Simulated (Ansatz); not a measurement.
## Molecular dynamics of SiH$_{7}$O$_{3}$F (part 1 of 5)

The run: molecular dynamics of SiH$_{7}$O$_{3}$F. Method and program: UKS r2SCAN-D4/STO-3G (Ansatz 0.2.0).

The run did not end well. It belongs to a series of runs on one base structure; here: dynamics from the start.

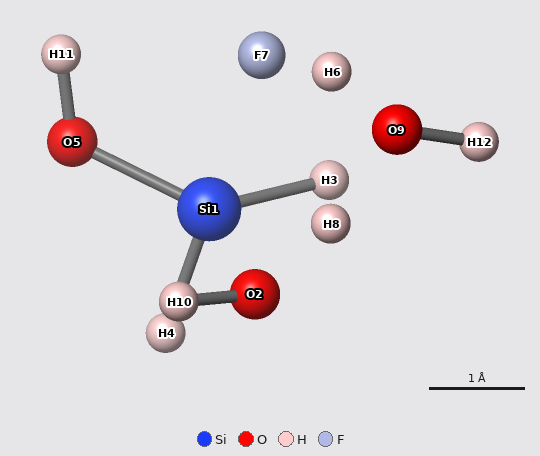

The input geometry (ball-and-stick view, seen at a tilt; atoms are numbered from 1 in the order of the input). Bond lengths as drawn: H–O 0.95 to 0.96 Å, H–Si 1.45 to 1.46 Å and O–Si 1.61 Å.

### The input
```yaml
crystal:
  periodic: [false, false, false]
  atoms:
    - { symbol: Si, position_ang: [-1.0526, 0.2614, -0.6996] }
    - { symbol: O, position_ang: [-0.5401, -0.7937, 0.9989] }
    - { symbol: H, position_ang: [-0.5148, -0.4933, -1.8162] }
    - { symbol: H, position_ang: [-2.4394, -0.1521, -0.4882] }
    - { symbol: O, position_ang: [-1.348, 1.8369, -0.5405] }
    - { symbol: H, position_ang: [1.6052, 0.011, 0.0368] }
    - { symbol: F, position_ang: [0.8845, 0.7594, -0.571] }
    - { symbol: H, position_ang: [0.7176, -1.004, 1.0227] }
    - { symbol: O, position_ang: [1.9664, -0.966, 0.766] }
    - { symbol: H, position_ang: [-0.7472, -0.2484, 1.7545] }
    - { symbol: H, position_ang: [-0.6471, 2.482, -0.6231] }
    - { symbol: H, position_ang: [2.1155, -1.6931, 0.1598] }
magnetization:
  spin_polarized: true
basis:
  gaussian: { orbitals: STO-3G }
hamiltonian:
  xc: r2scan
  dispersion: d4
md:
  timestep: 0.5
  n_steps: 150
  ensemble: nve
  temperature: 1000.0
  initial_velocities: maxwell_boltzmann
  seed: 373230
```

Machine: 1 thread of Arm Neoverse V2, 128 GiB of memory available, shared host.

Launched with:
```bash
ansatz run input.yaml --threads 1 --pin off --max-ram 2048MiB --backend cpu --events-out ev --progress --plain --runs-dir out
```

### The program's output
```
Engine: ansatz 0.2.0, aarch64-unknown-linux-gnu
Functional definition: r2SCAN
  parameter k0 = 0.174
  parameter k1 = 0.065
  parameter a1 = 4.9479
  exchange = r2scan_x(k0 = k0, k1 = k1, a1 = a1)
  correlation = r2scan_c
521 factors; integrals over basis functions are off by at most 1.1e-5 eV
mean field evaluation 1: about -16625.4744 eV, gradient 2.0e1 eV
mean field evaluation 2: about -16624.6296 eV, gradient 2.4e1 eV
mean field evaluation 4: about -16628.2774 eV, gradient 1.3e0 eV
mean field evaluation 8: about -16628.1929 eV, gradient 2.2e-2 eV
mean field -16628.19294577 eV, -611.0748197631 hartree, gradient 3.1e-5 eV, S^2 0.000000; 0 other end points of the search recorded, 0 dependent functions left out
the calculation of the forces begins
reference -16628.19295303 eV, -611.0748200298 hartree; 27, 27 occupied and 9, 9 virtual orbitals, 521 factors
md step     0: t =     0.00 fs  T =  1000.0 K  F+E_penalty+E_count = -16628.24217774 eV  E_kin = 1.292600 eV  conserved = -16626.94957775 eV  (26 SCF iters)
these checks for a lower state are left out or cut short: starts, cluster_reference, orbital_swaps, neighbouring_geometries, increment
521 factors; integrals over basis functions are off by at most 1.1e-5 eV
mean field evaluation 16: about -16628.3134 eV, gradient 1.4e-2 eV
mean field -16628.21722031 eV, -611.0757118360 hartree, gradient 2.4e-5 eV, S^2 0.000000; 0 other end points of the search recorded, 0 dependent functions left out
the calculation of the forces begins
reference -16628.21722757 eV, -611.0757121027 hartree; 27, 27 occupied and 9, 9 virtual orbitals, 521 factors
md step     1: t =     0.50 fs  T =  1018.2 K  F+E_penalty+E_count = -16628.26646433 eV  E_kin = 1.316135 eV  conserved = -16626.95032980 eV  (29 SCF iters, 3 dispersion substeps)
[... from here on the SCF iterations and repeated set-up lines of each step are left out, up to the last step ...]
md step     2: t =     1.00 fs  T =  1032.5 K  F+E_penalty+E_count = -16628.28598418 eV  E_kin = 1.334649 eV  conserved = -16626.95133495 eV  (29 SCF iters, 3 dispersion substeps)
md step     3: t =     1.50 fs  T =  1027.7 K  F+E_penalty+E_count = -16628.28120237 eV  E_kin = 1.328378 eV  conserved = -16626.95282430 eV  (30 SCF iters, 3 dispersion substeps)
md step     4: t =     2.00 fs  T =   986.4 K  F+E_penalty+E_count = -16628.22809649 eV  E_kin = 1.274965 eV  conserved = -16626.95313102 eV  (30 SCF iters, 3 dispersion substeps)
md step     5: t =     2.50 fs  T =   904.8 K  F+E_penalty+E_count = -16628.12080779 eV  E_kin = 1.169581 eV  conserved = -16626.95122695 eV  (30 SCF iters, 3 dispersion substeps)
md step     6: t =     3.00 fs  T =   803.2 K  F+E_penalty+E_count = -16627.98618223 eV  E_kin = 1.038174 eV  conserved = -16626.94800775 eV  (30 SCF iters, 3 dispersion substeps)
md step     7: t =     3.50 fs  T =   716.8 K  F+E_penalty+E_count = -16627.87163167 eV  E_kin = 0.926565 eV  conserved = -16626.94506695 eV  (30 SCF iters, 3 dispersion substeps)
md step     8: t =     4.00 fs  T =   679.1 K  F+E_penalty+E_count = -16627.82136698 eV  E_kin = 0.877789 eV  conserved = -16626.94357768 eV  (30 SCF iters, 3 dispersion substeps)
md step     9: t =     4.50 fs  T =   707.0 K  F+E_penalty+E_count = -16627.85788348 eV  E_kin = 0.913874 eV  conserved = -16626.94400972 eV  (31 SCF iters, 3 dispersion substeps)
md step    10: t =     5.00 fs  T =   795.3 K  F+E_penalty+E_count = -16627.97420804 eV  E_kin = 1.028026 eV  conserved = -16626.94618252 eV  (31 SCF iters, 3 dispersion substeps)
md step    11: t =     5.50 fs  T =   918.6 K  F+E_penalty+E_count = -16628.13669660 eV  E_kin = 1.187351 eV  conserved = -16626.94934578 eV  (30 SCF iters, 3 dispersion substeps)
md step    12: t =     6.00 fs  T =  1040.4 K  F+E_penalty+E_count = -16628.29712069 eV  E_kin = 1.344848 eV  conserved = -16626.95227316 eV  (30 SCF iters, 3 dispersion substeps)
md step    13: t =     6.50 fs  T =  1128.4 K  F+E_penalty+E_count = -16628.41214251 eV  E_kin = 1.458609 eV  conserved = -16626.95353320 eV  (30 SCF iters, 3 dispersion substeps)
md step    14: t =     7.00 fs  T =  1170.3 K  F+E_penalty+E_count = -16628.46504529 eV  E_kin = 1.512711 eV  conserved = -16626.95233468 eV  (29 SCF iters, 3 dispersion substeps)
md step    15: t =     7.50 fs  T =  1180.9 K  F+E_penalty+E_count = -16628.47626250 eV  E_kin = 1.526452 eV  conserved = -16626.94981060 eV  (29 SCF iters, 3 dispersion substeps)
md step    16: t =     8.00 fs  T =  1189.1 K  F+E_penalty+E_count = -16628.48568918 eV  E_kin = 1.537075 eV  conserved = -16626.94861426 eV  (29 SCF iters, 3 dispersion substeps)
md step    17: t =     8.50 fs  T =  1211.5 K  F+E_penalty+E_count = -16628.51547967 eV  E_kin = 1.565963 eV  conserved = -16626.94951675 eV  (27 SCF iters, 3 dispersion substeps)
md step    18: t =     9.00 fs  T =  1244.9 K  F+E_penalty+E_count = -16628.55920220 eV  E_kin = 1.609108 eV  conserved = -16626.95009422 eV  (29 SCF iters, 3 dispersion substeps)
md step    19: t =     9.50 fs  T =  1285.8 K  F+E_penalty+E_count = -16628.61148191 eV  E_kin = 1.662020 eV  conserved = -16626.94946143 eV  (29 SCF iters, 3 dispersion substeps)
md step    20: t =    10.00 fs  T =  1336.4 K  F+E_penalty+E_count = -16628.67775953 eV  E_kin = 1.727426 eV  conserved = -16626.95033344 eV  (29 SCF iters, 3 dispersion substeps)
md step    21: t =    10.50 fs  T =  1382.6 K  F+E_penalty+E_count = -16628.74056973 eV  E_kin = 1.787199 eV  conserved = -16626.95337070 eV  (29 SCF iters, 3 dispersion substeps)
md step    22: t =    11.00 fs  T =  1390.6 K  F+E_penalty+E_count = -16628.75284192 eV  E_kin = 1.797458 eV  conserved = -16626.95538397 eV  (29 SCF iters, 3 dispersion substeps)
md step    23: t =    11.50 fs  T =  1336.4 K  F+E_penalty+E_count = -16628.68170377 eV  E_kin = 1.727413 eV  conserved = -16626.95429095 eV  (30 SCF iters, 3 dispersion substeps)
md step    24: t =    12.00 fs  T =  1229.2 K  F+E_penalty+E_count = -16628.53988248 eV  E_kin = 1.588906 eV  conserved = -16626.95097636 eV  (30 SCF iters, 3 dispersion substeps)
md step    25: t =    12.50 fs  T =  1104.7 K  F+E_penalty+E_count = -16628.37529144 eV  E_kin = 1.427969 eV  conserved = -16626.94732237 eV  (30 SCF iters, 3 dispersion substeps)
md step    26: t =    13.00 fs  T =  1004.5 K  F+E_penalty+E_count = -16628.24318917 eV  E_kin = 1.298451 eV  conserved = -16626.94473863 eV  (30 SCF iters, 3 dispersion substeps)
md step    27: t =    13.50 fs  T =   958.8 K  F+E_penalty+E_count = -16628.18338439 eV  E_kin = 1.239352 eV  conserved = -16626.94403244 eV  (29 SCF iters, 3 dispersion substeps)
md step    28: t =    14.00 fs  T =   975.9 K  F+E_penalty+E_count = -16628.20695052 eV  E_kin = 1.261487 eV  conserved = -16626.94546331 eV  (29 SCF iters, 3 dispersion substeps)
md step    29: t =    14.50 fs  T =  1039.5 K  F+E_penalty+E_count = -16628.29230860 eV  E_kin = 1.343687 eV  conserved = -16626.94862146 eV  (29 SCF iters, 3 dispersion substeps)
md step    30: t =    15.00 fs  T =  1114.0 K  F+E_penalty+E_count = -16628.39231721 eV  E_kin = 1.440011 eV  conserved = -16626.95230583 eV  (29 SCF iters, 3 dispersion substeps)
md step    31: t =    15.50 fs  T =  1159.6 K  F+E_penalty+E_count = -16628.45362690 eV  E_kin = 1.498917 eV  conserved = -16626.95471005 eV  (29 SCF iters, 3 dispersion substeps)
md step    32: t =    16.00 fs  T =  1152.7 K  F+E_penalty+E_count = -16628.44431771 eV  E_kin = 1.489948 eV  conserved = -16626.95436975 eV  (28 SCF iters, 3 dispersion substeps)
md step    33: t =    16.50 fs  T =  1100.6 K  F+E_penalty+E_count = -16628.37443964 eV  E_kin = 1.422626 eV  conserved = -16626.95181320 eV  (28 SCF iters, 3 dispersion substeps)
md step    34: t =    17.00 fs  T =  1034.5 K  F+E_penalty+E_count = -16628.28677561 eV  E_kin = 1.337226 eV  conserved = -16626.94954983 eV  (28 SCF iters, 3 dispersion substeps)
md step    35: t =    17.50 fs  T =   984.4 K  F+E_penalty+E_count = -16628.22119732 eV  E_kin = 1.272441 eV  conserved = -16626.94875676 eV  (28 SCF iters, 3 dispersion substeps)
md step    36: t =    18.00 fs  T =   965.3 K  F+E_penalty+E_count = -16628.19619822 eV  E_kin = 1.247772 eV  conserved = -16626.94842646 eV  (27 SCF iters, 3 dispersion substeps)
md step    37: t =    18.50 fs  T =   981.2 K  F+E_penalty+E_count = -16628.21751047 eV  E_kin = 1.268351 eV  conserved = -16626.94915917 eV  (28 SCF iters, 3 dispersion substeps)
md step    38: t =    19.00 fs  T =  1019.7 K  F+E_penalty+E_count = -16628.27011757 eV  E_kin = 1.318087 eV  conserved = -16626.95203028 eV  (29 SCF iters, 3 dispersion substeps)
md step    39: t =    19.50 fs  T =  1047.2 K  F+E_penalty+E_count = -16628.30823036 eV  E_kin = 1.353591 eV  conserved = -16626.95463903 eV  (29 SCF iters, 3 dispersion substeps)
md step    40: t =    20.00 fs  T =  1033.1 K  F+E_penalty+E_count = -16628.28954329 eV  E_kin = 1.335430 eV  conserved = -16626.95411371 eV  (29 SCF iters, 3 dispersion substeps)
md step    41: t =    20.50 fs  T =   978.8 K  F+E_penalty+E_count = -16628.21617796 eV  E_kin = 1.265231 eV  conserved = -16626.95094699 eV  (28 SCF iters, 3 dispersion substeps)
md step    42: t =    21.00 fs  T =   915.1 K  F+E_penalty+E_count = -16628.13046224 eV  E_kin = 1.182919 eV  conserved = -16626.94754344 eV  (28 SCF iters, 3 dispersion substeps)
md step    43: t =    21.50 fs  T =   878.5 K  F+E_penalty+E_count = -16628.08115409 eV  E_kin = 1.135549 eV  conserved = -16626.94560524 eV  (28 SCF iters, 3 dispersion substeps)
md step    44: t =    22.00 fs  T =   890.8 K  F+E_penalty+E_count = -16628.09695607 eV  E_kin = 1.151481 eV  conserved = -16626.94547533 eV  (28 SCF iters, 3 dispersion substeps)
md step    45: t =    22.50 fs  T =   953.5 K  F+E_penalty+E_count = -16628.17931172 eV  E_kin = 1.232488 eV  conserved = -16626.94682324 eV  (28 SCF iters, 3 dispersion substeps)
md step    46: t =    23.00 fs  T =  1050.0 K  F+E_penalty+E_count = -16628.30646077 eV  E_kin = 1.357218 eV  conserved = -16626.94924316 eV  (28 SCF iters, 3 dispersion substeps)
md step    47: t =    23.50 fs  T =  1151.2 K  F+E_penalty+E_count = -16628.44029774 eV  E_kin = 1.488079 eV  conserved = -16626.95221894 eV  (28 SCF iters, 3 dispersion substeps)
md step    48: t =    24.00 fs  T =  1223.1 K  F+E_penalty+E_count = -16628.53582994 eV  E_kin = 1.581032 eV  conserved = -16626.95479821 eV  (29 SCF iters, 3 dispersion substeps)
md step    49: t =    24.50 fs  T =  1238.6 K  F+E_penalty+E_count = -16628.55673461 eV  E_kin = 1.600987 eV  conserved = -16626.95574798 eV  (27 SCF iters, 3 dispersion substeps)
md step    50: t =    25.00 fs  T =  1190.6 K  F+E_penalty+E_count = -16628.49352943 eV  E_kin = 1.538934 eV  conserved = -16626.95459550 eV  (27 SCF iters, 3 dispersion substeps)
md step    51: t =    25.50 fs  T =  1096.2 K  F+E_penalty+E_count = -16628.36935721 eV  E_kin = 1.417002 eV  conserved = -16626.95235561 eV  (26 SCF iters, 3 dispersion substeps)
md step    52: t =    26.00 fs  T =   986.9 K  F+E_penalty+E_count = -16628.22548490 eV  E_kin = 1.275694 eV  conserved = -16626.94979130 eV  (27 SCF iters, 3 dispersion substeps)
md step    53: t =    26.50 fs  T =   900.3 K  F+E_penalty+E_count = -16628.10991131 eV  E_kin = 1.163728 eV  conserved = -16626.94618362 eV  (27 SCF iters, 3 dispersion substeps)
md step    54: t =    27.00 fs  T =   880.1 K  F+E_penalty+E_count = -16628.08080701 eV  E_kin = 1.137569 eV  conserved = -16626.94323838 eV  (27 SCF iters, 3 dispersion substeps)
md step    55: t =    27.50 fs  T =   953.0 K  F+E_penalty+E_count = -16628.17735450 eV  E_kin = 1.231888 eV  conserved = -16626.94546630 eV  (28 SCF iters, 3 dispersion substeps)
md step    56: t =    28.00 fs  T =  1090.3 K  F+E_penalty+E_count = -16628.36141565 eV  E_kin = 1.409284 eV  conserved = -16626.95213211 eV  (26 SCF iters, 3 dispersion substeps)
md step    57: t =    28.50 fs  T =  1217.1 K  F+E_penalty+E_count = -16628.53035082 eV  E_kin = 1.573238 eV  conserved = -16626.95711286 eV  (29 SCF iters, 3 dispersion substeps)
md step    58: t =    29.00 fs  T =  1272.5 K  F+E_penalty+E_count = -16628.60207083 eV  E_kin = 1.644791 eV  conserved = -16626.95727971 eV  (29 SCF iters, 3 dispersion substeps)
md step    59: t =    29.50 fs  T =  1245.6 K  F+E_penalty+E_count = -16628.56420525 eV  E_kin = 1.610031 eV  conserved = -16626.95417418 eV  (29 SCF iters, 3 dispersion substeps)
md step    60: t =    30.00 fs  T =  1165.3 K  F+E_penalty+E_count = -16628.45669751 eV  E_kin = 1.506281 eV  conserved = -16626.95041645 eV  (29 SCF iters, 3 dispersion substeps)
md step    61: t =    30.50 fs  T =  1072.5 K  F+E_penalty+E_count = -16628.33383218 eV  E_kin = 1.386250 eV  conserved = -16626.94758203 eV  (28 SCF iters, 3 dispersion substeps)
md step    62: t =    31.00 fs  T =  1000.0 K  F+E_penalty+E_count = -16628.23882329 eV  E_kin = 1.292652 eV  conserved = -16626.94617135 eV  (28 SCF iters, 3 dispersion substeps)
md step    63: t =    31.50 fs  T =   965.6 K  F+E_penalty+E_count = -16628.19424630 eV  E_kin = 1.248080 eV  conserved = -16626.94616654 eV  (29 SCF iters, 3 dispersion substeps)
md step    64: t =    32.00 fs  T =   970.0 K  F+E_penalty+E_count = -16628.20117071 eV  E_kin = 1.253780 eV  conserved = -16626.94739025 eV  (29 SCF iters, 3 dispersion substeps)
md step    65: t =    32.50 fs  T =   999.9 K  F+E_penalty+E_count = -16628.24191723 eV  E_kin = 1.292434 eV  conserved = -16626.94948352 eV  (29 SCF iters, 3 dispersion substeps)
md step    66: t =    33.00 fs  T =  1032.7 K  F+E_penalty+E_count = -16628.28654390 eV  E_kin = 1.334888 eV  conserved = -16626.95165586 eV  (28 SCF iters, 3 dispersion substeps)
md step    67: t =    33.50 fs  T =  1046.7 K  F+E_penalty+E_count = -16628.30579621 eV  E_kin = 1.353016 eV  conserved = -16626.95278009 eV  (28 SCF iters, 3 dispersion substeps)
md step    68: t =    34.00 fs  T =  1033.2 K  F+E_penalty+E_count = -16628.28782635 eV  E_kin = 1.335521 eV  conserved = -16626.95230573 eV  (28 SCF iters, 3 dispersion substeps)
md step    69: t =    34.50 fs  T =  1001.6 K  F+E_penalty+E_count = -16628.24552980 eV  E_kin = 1.294687 eV  conserved = -16626.95084278 eV  (28 SCF iters, 3 dispersion substeps)
md step    70: t =    35.00 fs  T =   974.2 K  F+E_penalty+E_count = -16628.20799603 eV  E_kin = 1.259205 eV  conserved = -16626.94879114 eV  (28 SCF iters, 3 dispersion substeps)
md step    71: t =    35.50 fs  T =   979.7 K  F+E_penalty+E_count = -16628.21273588 eV  E_kin = 1.266410 eV  conserved = -16626.94632619 eV  (28 SCF iters, 3 dispersion substeps)
md step    72: t =    36.00 fs  T =  1044.5 K  F+E_penalty+E_count = -16628.29626643 eV  E_kin = 1.350071 eV  conserved = -16626.94619537 eV  (28 SCF iters, 3 dispersion substeps)
md step    73: t =    36.50 fs  T =  1163.4 K  F+E_penalty+E_count = -16628.45439991 eV  E_kin = 1.503806 eV  conserved = -16626.95059349 eV  (28 SCF iters, 3 dispersion substeps)
md step    74: t =    37.00 fs  T =  1284.7 K  F+E_penalty+E_count = -16628.61656543 eV  E_kin = 1.660575 eV  conserved = -16626.95599056 eV  (29 SCF iters, 3 dispersion substeps)
md step    75: t =    37.50 fs  T =  1344.8 K  F+E_penalty+E_count = -16628.69605074 eV  E_kin = 1.738307 eV  conserved = -16626.95774385 eV  (27 SCF iters, 3 dispersion substeps)
md step    76: t =    38.00 fs  T =  1316.8 K  F+E_penalty+E_count = -16628.65758086 eV  E_kin = 1.702127 eV  conserved = -16626.95545405 eV  (28 SCF iters, 3 dispersion substeps)
md step    77: t =    38.50 fs  T =  1219.8 K  F+E_penalty+E_count = -16628.52814436 eV  E_kin = 1.576753 eV  conserved = -16626.95139127 eV  (28 SCF iters, 3 dispersion substeps)
md step    78: t =    39.00 fs  T =  1097.3 K  F+E_penalty+E_count = -16628.36596657 eV  E_kin = 1.418370 eV  conserved = -16626.94759619 eV  (29 SCF iters, 3 dispersion substeps)
md step    79: t =    39.50 fs  T =   993.1 K  F+E_penalty+E_count = -16628.22871022 eV  E_kin = 1.283625 eV  conserved = -16626.94508484 eV  (29 SCF iters, 3 dispersion substeps)
md step    80: t =    40.00 fs  T =   937.3 K  F+E_penalty+E_count = -16628.15581323 eV  E_kin = 1.211609 eV  conserved = -16626.94420443 eV  (29 SCF iters, 3 dispersion substeps)
md step    81: t =    40.50 fs  T =   941.2 K  F+E_penalty+E_count = -16628.16163410 eV  E_kin = 1.216616 eV  conserved = -16626.94501843 eV  (29 SCF iters, 3 dispersion substeps)
md step    82: t =    41.00 fs  T =   995.5 K  F+E_penalty+E_count = -16628.23414687 eV  E_kin = 1.286799 eV  conserved = -16626.94734810 eV  (29 SCF iters, 3 dispersion substeps)
md step    83: t =    41.50 fs  T =  1073.7 K  F+E_penalty+E_count = -16628.33845160 eV  E_kin = 1.387923 eV  conserved = -16626.95052891 eV  (30 SCF iters, 3 dispersion substeps)
md step    84: t =    42.00 fs  T =  1141.0 K  F+E_penalty+E_count = -16628.42816378 eV  E_kin = 1.474911 eV  conserved = -16626.95325270 eV  (29 SCF iters, 3 dispersion substeps)
md step    85: t =    42.50 fs  T =  1169.4 K  F+E_penalty+E_count = -16628.46574680 eV  E_kin = 1.511584 eV  conserved = -16626.95416294 eV  (29 SCF iters, 3 dispersion substeps)
md step    86: t =    43.00 fs  T =  1151.9 K  F+E_penalty+E_count = -16628.44208798 eV  E_kin = 1.488982 eV  conserved = -16626.95310598 eV  (29 SCF iters, 3 dispersion substeps)
md step    87: t =    43.50 fs  T =  1104.4 K  F+E_penalty+E_count = -16628.37856802 eV  E_kin = 1.427585 eV  conserved = -16626.95098351 eV  (29 SCF iters, 3 dispersion substeps)
md step    88: t =    44.00 fs  T =  1057.2 K  F+E_penalty+E_count = -16628.31460953 eV  E_kin = 1.366572 eV  conserved = -16626.94803748 eV  (28 SCF iters, 3 dispersion substeps)
md step    89: t =    44.50 fs  T =  1047.6 K  F+E_penalty+E_count = -16628.29960019 eV  E_kin = 1.354125 eV  conserved = -16626.94547503 eV  (29 SCF iters, 3 dispersion substeps)
md step    90: t =    45.00 fs  T =  1100.5 K  F+E_penalty+E_count = -16628.36933750 eV  E_kin = 1.422503 eV  conserved = -16626.94683437 eV  (29 SCF iters, 3 dispersion substeps)
md step    91: t =    45.50 fs  T =  1196.9 K  F+E_penalty+E_count = -16628.49905914 eV  E_kin = 1.547073 eV  conserved = -16626.95198658 eV  (29 SCF iters, 3 dispersion substeps)
md step    92: t =    46.00 fs  T =  1278.3 K  F+E_penalty+E_count = -16628.60825184 eV  E_kin = 1.652269 eV  conserved = -16626.95598285 eV  (30 SCF iters, 3 dispersion substeps)
md step    93: t =    46.50 fs  T =  1295.0 K  F+E_penalty+E_count = -16628.62984779 eV  E_kin = 1.673888 eV  conserved = -16626.95595979 eV  (29 SCF iters, 3 dispersion substeps)
```
